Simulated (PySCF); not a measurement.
# C2H10B3NS: the cost of one run

Programs: PySCF 2.14.0, with density-fitted response routines of our own. Each step states its level of theory. These are calculated values for one molecule in the gas phase, unless marked as measured. Atoms are numbered from 0 throughout.

## 1. Starting geometry

17 atoms, charge 0, multiplicity 1; geometry from: GFN2-xTB.

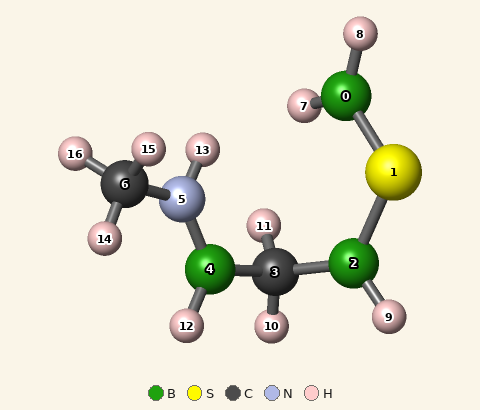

The starting geometry (boron green, sulfur yellow, carbon dark grey, nitrogen light blue, hydrogen pink), atoms numbered.

## 2. Ultraviolet spectrum: CAM-B3LYP/def2-SVPD

The job: settings as JSON, then the geometry in Å.

```
{"job": {"kind": "uv", "xc": "CAM-B3LYP", "basis": "def2-SVPD", "nstates": 8, "ntriplets": 3}, "charge": 0, "multiplicity": 1}
B      2.484711     0.894814    -0.121664
S      2.451535    -0.686587     0.653977
B      1.240750    -1.749895    -0.179625
C      0.124930    -1.228334    -1.126215
B     -1.059979    -0.698528    -0.175595
N     -1.015455     0.594693     0.296792
C     -1.960304     1.256607     1.166574
H      1.944694     1.105053    -1.137080
H      3.117582     1.725873     0.401582
H      1.292056    -2.868179     0.162323
H     -0.255642    -2.019173    -1.770114
H      0.446614    -0.402340    -1.759373
H     -1.949852    -1.394195     0.135993
H     -0.240235     1.199520     0.055686
H     -2.764547     0.567338     1.413741
H     -1.475550     1.578144     2.092669
H     -2.388307     2.137219     0.678789
```

Level: TDDFT CAM-B3LYP/def2-SVPD, vertical, gas phase, core orbitals frozen in the response.

On the command line:

```bash
> OMP_NUM_THREADS=1 python probes_run.py task.json out
```

This one command runs all jobs of the session in turn.

Q: Estimate the wall time and peak memory of this job on 1 thread of Arm Neoverse N1, shared host.

About 97 s, with a peak of 0.96 GiB.
